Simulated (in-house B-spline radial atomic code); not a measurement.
**Ar⁺ in a hard spherical wall**

Aim: energy and levels of Ar⁺ squeezed by an impenetrable sphere of shrinking radius. More than one configuration is followed.

Method: non-relativistic PBE, spin-polarised, spherical fractional occupations, point nucleus, basis-set limit. Code: in-house B-spline radial atomic code version 1.

### Step 1. What is computed

- element: argon (Z = 18)
- charge: +1
- electrons: 17
- configuration: [Ne] 3s2 3p5
- Hamiltonian: non-relativistic
- nucleus: point

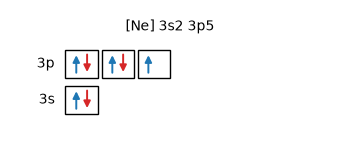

Outer shells as boxes.

Where spins are not typed, each open shell is filled with up spins first.

Settings of the run:

```ini
Z = 18
electrons = 17.0
configuration = [Ne] 3s2 3p5
hamiltonian = nr
method = pbe,pbe
spin_polarised = True
```

The reference is known from an earlier run: -526.765060 hartree in all. Up to eight levels, counted from the top:

```csv
orbital,occupation,energy (eV),<r> (bohr)
2s up,1,-308.67,0.4162
2s down,1,-308.49,0.4162
2p up,3,-243.79,0.3773
2p down,3,-243.53,0.3772
3s up,1,-36.977,1.372
3s down,1,-35.846,1.377
3p up,3,-22.618,1.547
3p down,2,-21.567,1.562
```

### Step 2. Wall at 5.74 bohr, configuration [Ne] 3s2 3p5

Changes to the settings of step 1:

```diff
@@ -6 +6,2 @@
 spin_polarised = True
+wall_radius = 5.74
```

Results of the run (chosen fields of its result record, rounded):

```text
{
  "status": "converged",
  "scf [iteration, energy, orbital gradient]": [
    [1, -523.897164165, 0.261],
    [2, -525.811830075, 0.15],
    [3, -526.699196192, 0.0391],
    [4, -526.761171659, 0.00859],
    [5, -526.762901154, 0.00483],
    [6, -526.764064919, 0.000264],
    [7, -526.764066756, 7.72e-05],
    [8, -526.764066988, 1.37e-06],
    [9, -526.764066988, 1.13e-07]
  ],
  "energy [hartree]": {"total": -526.764066988, "kinetic": 526.193208573, "nuclear": -1245.81810975, "coulomb": 223.153159105, "xc": -30.2923249178},
  "orbitals [hartree, bohr; first row names the columns]": [
    ["name", "occ", "eps", "<r>"],
    ["1s up", 1.0, -114.68588, 0.086205],
    ["1s down", 1.0, -114.67836, 0.0862],
    ["2s up", 1.0, -11.341207, 0.41623],
    ["2s down", 1.0, -11.334625, 0.41617],
    ["2p up", 3.0, -8.9567495, 0.37726],
    ["2p down", 3.0, -8.9471878, 0.37723],
    ["3s up", 1.0, -1.3572908, 1.3722],
    ["3s down", 1.0, -1.3157248, 1.377],
    ["3p up", 3.0, -0.82954381, 1.545],
    ["3p down", 2.0, -0.79090557, 1.5584]
  ],
  "sum_r [bohr^k]": {"-1": 69.21212, "1": 13.7693, "2": 20.051},
  "pressure [GPa]": 0.1614482,
  "energy_minus_base [hartree]": 0.000992540825
}
```

Wall time 0.04 s (1 thread, shared host).

energy_minus_base is the energy less that of the reference run. pressure is −dE/dV on the wall, from the slope of the orbitals there.

### Step 3. Wall at 3.37 bohr, configuration [Ne] 3s2 3p5

Changes to the settings of step 2:

```diff
@@ -6,2 +6,2 @@
 spin_polarised = True
-wall_radius = 5.74
+wall_radius = 3.37
```

Result record:

```text
{
  "status": "converged",
  "scf [iteration, energy, orbital gradient]": [
    [1, -525.211906517, 0.257],
    [2, -526.238318325, 0.108],
    [3, -526.541988934, 0.0248],
    [4, -526.561101764, 0.00579],
    [5, -526.562033511, 0.00329],
    [6, -526.562350662, 7.71e-05],
    [7, -526.562350719, 1.67e-05],
    [8, -526.56235073, 5.56e-07],
    [9, -526.56235073, 4.68e-08]
  ],
  "energy [hartree]": {"total": -526.56235073, "kinetic": 527.497128733, "nuclear": -1249.06920173, "coulomb": 225.483417413, "xc": -30.4736951472},
  "orbitals [hartree, bohr; first row names the columns]": [
    ["name", "occ", "eps", "<r>"],
    ["1s up", 1.0, -114.50683, 0.086207],
    ["1s down", 1.0, -114.49893, 0.086202],
    ["2s up", 1.0, -11.182285, 0.41649],
    ["2s down", 1.0, -11.175436, 0.41643],
    ["2p up", 3.0, -8.7956406, 0.37761],
    ["2p down", 3.0, -8.7856452, 0.37759],
    ["3s up", 1.0, -1.2498288, 1.3495],
    ["3s down", 1.0, -1.2069076, 1.3523],
    ["3p up", 3.0, -0.7081337, 1.4501],
    ["3p down", 2.0, -0.66692425, 1.4548]
  ],
  "sum_r [bohr^k]": {"-1": 69.39273, "1": 13.23267, "2": 17.66804},
  "pressure [GPa]": 93.49564,
  "energy_minus_base [hartree]": 0.202708799
}
```

Wall time 0.03 s (1 thread, shared host).

### Step 4. Wall at 2.05 bohr, configuration [Ne] 3s2 3p5

Changes to the settings of step 3:

```diff
@@ -6,2 +6,2 @@
 spin_polarised = True
-wall_radius = 3.37
+wall_radius = 2.05
```

Result record:

```text
{
  "status": "converged",
  "scf [iteration, energy, orbital gradient]": [
    [1, -522.322398274, 0.241],
    [2, -522.49874897, 0.0443],
    [3, -522.51411433, 0.0143],
    [4, -522.515719424, 0.00466],
    [5, -522.515883662, 0.00162],
    [6, -522.515907107, 5.69e-05],
    [7, -522.515907141, 6.08e-07],
    [8, -522.515907141, 3.65e-08]
  ],
  "energy [hartree]": {"total": -522.515907141, "kinetic": 543.057452283, "nuclear": -1275.48979545, "coulomb": 241.70670108, "xc": -31.790265056},
  "orbitals [hartree, bohr; first row names the columns]": [
    ["name", "occ", "eps", "<r>"],
    ["1s up", 1.0, -113.09661, 0.086239],
    ["1s down", 1.0, -113.08321, 0.086231],
    ["2s up", 1.0, -10.0452, 0.42012],
    ["2s down", 1.0, -10.034308, 0.42004],
    ["2p up", 3.0, -7.6302344, 0.38258],
    ["2p down", 3.0, -7.613952, 0.38257],
    ["3s up", 1.0, -0.23931689, 1.1233],
    ["3s down", 1.0, -0.18360604, 1.1234],
    ["3p up", 3.0, 0.42552999, 1.1283],
    ["3p down", 2.0, 0.4809192, 1.1285]
  ],
  "sum_r [bohr^k]": {"-1": 70.86054, "1": 11.19664, "2": 11.36847},
  "pressure [GPa]": 5755.155,
  "energy_minus_base [hartree]": 4.24915239
}
```

It took 0.03 s on 1 thread, shared host.

### Step 5. Wall at 5.74 bohr, configuration [Ne] 3s1 3p6

Settings of the run:

```ini
Z = 18
electrons = 17.0
configuration = [Ne] 3s1 3p6
hamiltonian = nr
method = pbe,pbe
spin_polarised = True
wall_radius = 5.74
```

Result record:

```text
{
  "status": "converged",
  "scf [iteration, energy, orbital gradient]": [
    [1, -523.13630761, 0.262],
    [2, -525.16101543, 0.16],
    [3, -526.167169302, 0.0398],
    [4, -526.235901504, 0.00942],
    [5, -526.23764054, 0.00494],
    [6, -526.238907096, 0.000315],
    [7, -526.238909149, 9.39e-05],
    [8, -526.238909483, 3.61e-06],
    [9, -526.238909483, 4.63e-07],
    [10, -526.238909483, 9.22e-09]
  ],
  "energy [hartree]": {"total": -526.238909483, "kinetic": 525.671086323, "nuclear": -1244.22057088, "coulomb": 222.550934318, "xc": -30.2403592437},
  "orbitals [hartree, bohr; first row names the columns]": [
    ["name", "occ", "eps", "<r>"],
    ["1s up", 1.0, -114.73152, 0.0862],
    ["1s down", 1.0, -114.72086, 0.086202],
    ["2s up", 1.0, -11.388322, 0.41619],
    ["2s down", 1.0, -11.37714, 0.41613],
    ["2p up", 3.0, -9.0017281, 0.37727],
    ["2p down", 3.0, -8.9901456, 0.37716],
    ["3s up", 1.0, -1.3832931, 1.3637],
    ["3p up", 3.0, -0.85134796, 1.5298],
    ["3p down", 3.0, -0.80910555, 1.5531]
  ],
  "sum_r [bohr^k]": {"-1": 69.12337, "1": 13.88045, "2": 20.46334},
  "pressure [GPa]": 0.174506,
  "energy_minus_base [hartree]": 0.526150046
}
```

Wall time 0.04 s (1 thread, shared host).

### Step 6. Wall at 3.37 bohr, configuration [Ne] 3s1 3p6

Changes to the settings of step 5:

```diff
@@ -6,2 +6,2 @@
 spin_polarised = True
-wall_radius = 5.74
+wall_radius = 3.37
```

Result record:

```text
{
  "status": "converged",
  "scf [iteration, energy, orbital gradient]": [
    [1, -524.621212436, 0.259],
    [2, -525.672684228, 0.105],
    [3, -526.001306316, 0.0236],
    [4, -526.021113514, 0.00579],
    [5, -526.022029793, 0.00311],
    [6, -526.022356023, 7.47e-05],
    [7, -526.022356086, 1.88e-05],
    [8, -526.0223561, 1.27e-06],
    [9, -526.0223561, 8.01e-08]
  ],
  "energy [hartree]": {"total": -526.0223561, "kinetic": 527.056509344, "nuclear": -1247.67332829, "coulomb": 225.025211527, "xc": -30.4307486837},
  "orbitals [hartree, bohr; first row names the columns]": [
    ["name", "occ", "eps", "<r>"],
    ["1s up", 1.0, -114.54055, 0.086202],
    ["1s down", 1.0, -114.53016, 0.086204],
    ["2s up", 1.0, -11.218891, 0.41647],
    ["2s down", 1.0, -11.208063, 0.41641],
    ["2p up", 3.0, -8.8298221, 0.37765],
    ["2p down", 3.0, -8.8186696, 0.37754],
    ["3s up", 1.0, -1.2686811, 1.3445],
    ["3p up", 3.0, -0.72448775, 1.4438],
    ["3p down", 3.0, -0.68125469, 1.4535]
  ],
  "sum_r [bohr^k]": {"-1": 69.31518, "1": 13.30727, "2": 17.91311},
  "pressure [GPa]": 99.49607,
  "energy_minus_base [hartree]": 0.742703429
}
```

Run time: 0.03 s. Hardware: 1 thread, shared host.

### Step 7. Wall at 2.05 bohr, configuration [Ne] 3s1 3p6

Changes to the settings of step 6:

```diff
@@ -6,2 +6,2 @@
 spin_polarised = True
-wall_radius = 3.37
+wall_radius = 2.05
```

Result record:

```text
{
  "status": "converged",
  "scf [iteration, energy, orbital gradient]": [
    [1, -521.662440303, 0.244],
    [2, -521.835225627, 0.0404],
    [3, -521.849832463, 0.0132],
    [4, -521.851366233, 0.00432],
    [5, -521.851524797, 0.00148],
    [6, -521.851547055, 5.59e-05],
    [7, -521.851547093, 8.17e-07],
    [8, -521.851547093, 5.25e-08]
  ],
  "energy [hartree]": {"total": -521.851547093, "kinetic": 542.770032052, "nuclear": -1274.59844295, "coulomb": 241.750248173, "xc": -31.7733843721},
  "orbitals [hartree, bohr; first row names the columns]": [
    ["name", "occ", "eps", "<r>"],
    ["1s up", 1.0, -113.08061, 0.086232],
    ["1s down", 1.0, -113.06616, 0.086236],
    ["2s up", 1.0, -10.045591, 0.42023],
    ["2s down", 1.0, -10.031678, 0.42019],
    ["2p up", 3.0, -7.6253115, 0.38284],
    ["2p down", 3.0, -7.6109602, 0.38274],
    ["3s up", 1.0, -0.24210654, 1.1231],
    ["3p up", 3.0, 0.42355365, 1.1282],
    ["3p down", 3.0, 0.47934218, 1.1287]
  ],
  "sum_r [bohr^k]": {"-1": 70.81102, "1": 11.20348, "2": 11.39203},
  "pressure [GPa]": 5857.42,
  "energy_minus_base [hartree]": 4.91351244
}
```

It took 0.03 s on 1 thread, shared host.

### Step 8. Wall at 5.74 bohr, configuration [He] 2s2 2p5 3s2 3p5 3d1

Settings of the run:

```ini
Z = 18
electrons = 17.0
configuration = [He] 2s2 2p5 3s2 3p5 3d1
hamiltonian = nr
method = pbe,pbe
spin_polarised = True
wall_radius = 5.74
```

Result record:

```text
{
  "status": "converged",
  "scf [iteration, energy, orbital gradient]": [
    [1, -512.262604319, 0.307],
    [2, -515.457119491, 0.232],
    [3, -517.352804593, 0.0502],
    [4, -517.483772094, 0.00858],
    [5, -517.485309947, 0.00651],
    [6, -517.487315519, 0.000315],
    [7, -517.487317151, 0.000119],
    [8, -517.487317727, 1.14e-05],
    [9, -517.487317729, 7.01e-07],
    [10, -517.487317729, 1.61e-08]
  ],
  "energy [hartree]": {"total": -517.487317729, "kinetic": 516.981475441, "nuclear": -1215.48083547, "coulomb": 210.167673688, "xc": -29.1556313918},
  "orbitals [hartree, bohr; first row names the columns]": [
    ["name", "occ", "eps", "<r>"],
    ["1s up", 1.0, -116.42115, 0.08618],
    ["1s down", 1.0, -116.32643, 0.086119],
    ["2s up", 1.0, -12.415237, 0.40752],
    ["2s down", 1.0, -12.24491, 0.40867],
    ["2p up", 3.0, -10.142896, 0.36555],
    ["2p down", 2.0, -9.9474614, 0.36716],
    ["3s up", 1.0, -1.55742, 1.2962],
    ["3s down", 1.0, -1.4746281, 1.3059],
    ["3p up", 3.0, -1.0039085, 1.4206],
    ["3p down", 2.0, -0.92440182, 1.4408],
    ["3d up", 1.0, -0.22005959, 1.983]
  ],
  "sum_r [bohr^k]": {"-1": 67.52671, "1": 14.54799, "2": 22.0321},
  "pressure [GPa]": 0.7262352,
  "energy_minus_base [hartree]": 9.2777418
}
```

It took 0.04 s on 1 thread, shared host.

### Step 9. Wall at 3.37 bohr, configuration [He] 2s2 2p5 3s2 3p5 3d1

Changes to the settings of step 8:

```diff
@@ -6,2 +6,2 @@
 spin_polarised = True
-wall_radius = 5.74
+wall_radius = 3.37
```

Result record:

```text
{
  "status": "converged",
  "scf [iteration, energy, orbital gradient]": [
    [1, -514.482617032, 0.288],
    [2, -516.395706286, 0.133],
    [3, -517.20507867, 0.0314],
    [4, -517.246317055, 0.00777],
    [5, -517.247627136, 0.0035],
    [6, -517.248275102, 0.000183],
    [7, -517.248276738, 1.74e-05],
    [8, -517.248276752, 8.31e-07],
    [9, -517.248276752, 3.5e-08]
  ],
  "energy [hartree]": {"total": -517.248276752, "kinetic": 518.245978386, "nuclear": -1219.11497938, "coulomb": 213.00330336, "xc": -29.382579123},
  "orbitals [hartree, bohr; first row names the columns]": [
    ["name", "occ", "eps", "<r>"],
    ["1s up", 1.0, -116.21735, 0.08618],
    ["1s down", 1.0, -116.1227, 0.086119],
    ["2s up", 1.0, -12.219133, 0.40775],
    ["2s down", 1.0, -12.046035, 0.40882],
    ["2p up", 3.0, -9.9453158, 0.36582],
    ["2p down", 2.0, -9.7477299, 0.36736],
    ["3s up", 1.0, -1.422945, 1.2893],
    ["3s down", 1.0, -1.3320935, 1.2985],
    ["3p up", 3.0, -0.86370398, 1.3733],
    ["3p down", 2.0, -0.77566734, 1.3869],
    ["3d up", 1.0, -0.010260506, 1.5141]
  ],
  "sum_r [bohr^k]": {"-1": 67.72861, "1": 13.81681, "2": 18.61472},
  "pressure [GPa]": 96.30069,
  "energy_minus_base [hartree]": 9.51678278
}
```

Wall time 0.04 s (1 thread, shared host).

### Step 10. Wall at 2.05 bohr, configuration [He] 2s2 2p5 3s2 3p5 3d1

Changes to the settings of step 9:

```diff
@@ -6,2 +6,2 @@
 spin_polarised = True
-wall_radius = 3.37
+wall_radius = 2.05
```

Result record:

```text
{
  "status": "converged",
  "scf [iteration, energy, orbital gradient]": [
    [1, -512.612442941, 0.263],
    [2, -513.104366014, 0.0661],
    [3, -513.150868511, 0.0226],
    [4, -513.15614451, 0.00778],
    [5, -513.156750454, 0.00242],
    [6, -513.156822181, 3.99e-05],
    [7, -513.156822213, 1.37e-06],
    [8, -513.156822213, 1.21e-07]
  ],
  "energy [hartree]": {"total": -513.156822213, "kinetic": 534.164199877, "nuclear": -1246.12740844, "coulomb": 229.592490223, "xc": -30.7861038745},
  "orbitals [hartree, bohr; first row names the columns]": [
    ["name", "occ", "eps", "<r>"],
    ["1s up", 1.0, -114.76331, 0.086208],
    ["1s down", 1.0, -114.66681, 0.086146],
    ["2s up", 1.0, -11.013956, 0.4111],
    ["2s down", 1.0, -10.832049, 0.41196],
    ["2p up", 3.0, -8.7094482, 0.37006],
    ["2p down", 2.0, -8.5046157, 0.37141],
    ["3s up", 1.0, -0.43556596, 1.1047],
    ["3s down", 1.0, -0.3190794, 1.1081],
    ["3p up", 3.0, 0.22124741, 1.1079],
    ["3p down", 2.0, 0.33896414, 1.1117],
    ["3d up", 1.0, 1.210801, 1.0863]
  ],
  "sum_r [bohr^k]": {"-1": 69.2293, "1": 11.69466, "2": 12.10022},
  "pressure [GPa]": 5878.373,
  "energy_minus_base [hartree]": 13.6082373
}
```

It took 0.03 s on 1 thread, shared host.

### Step 11. Results against the radius

| configuration | radius (bohr) | energy above the free system (eV) | pressure (GPa) | highest level (eV) |
| --- | --- | --- | --- | --- |
| [Ne] 3s2 3p5 | 5.74 | 0.0270 | 0.161 | -21.522 (3p down) |
| [Ne] 3s2 3p5 | 3.37 | 5.516 | 93.5 | -18.148 (3p down) |
| [Ne] 3s2 3p5 | 2.05 | 115.63 | 5755 | 13.086 (3p down) |
| [Ne] 3s1 3p6 | 5.74 | 14.317 | 0.175 | -22.017 (3p down) |
| [Ne] 3s1 3p6 | 3.37 | 20.210 | 99.5 | -18.538 (3p down) |
| [Ne] 3s1 3p6 | 2.05 | 133.70 | 5857 | 13.044 (3p down) |
| [He] 2s2 2p5 3s2 3p5 3d1 | 5.74 | 252.46 | 0.726 | -5.988 (3d up) |
| [He] 2s2 2p5 3s2 3p5 3d1 | 3.37 | 258.96 | 96.3 | -0.279 (3d up) |
| [He] 2s2 2p5 3s2 3p5 3d1 | 2.05 | 370.30 | 5878 | 32.948 (3d up) |

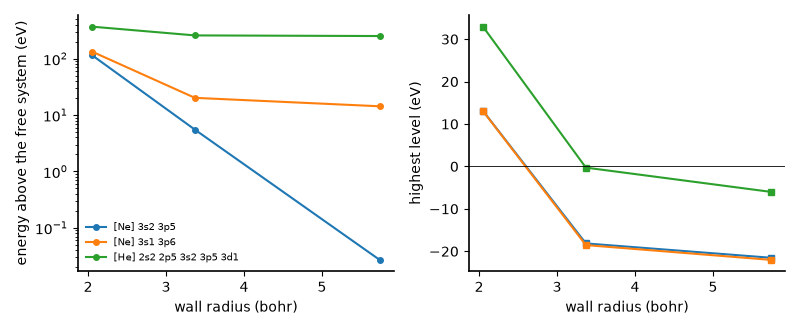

Energy above the free reference (left, logarithmic; it includes the excitation energy of the other configurations) and the highest occupied level (right).

For [Ne] 3s2 3p5 the energy above the free reference is 0.0270 eV at 5.74 bohr and 115.63 eV at 2.05 bohr, where the electrons press on it with 5755 GPa. Its highest level passes zero between 3.37 and 2.05 bohr; in smaller spheres the level is positive, pushed up by confinement, and the wall keeps the electron in. Of [Ne] 3s2 3p5 and [Ne] 3s1 3p6, the first stays lower at every radius that both share. At 2.05 bohr the lowest of all 3 is [Ne] 3s2 3p5. A hard wall is a crude model of an atom's surroundings.
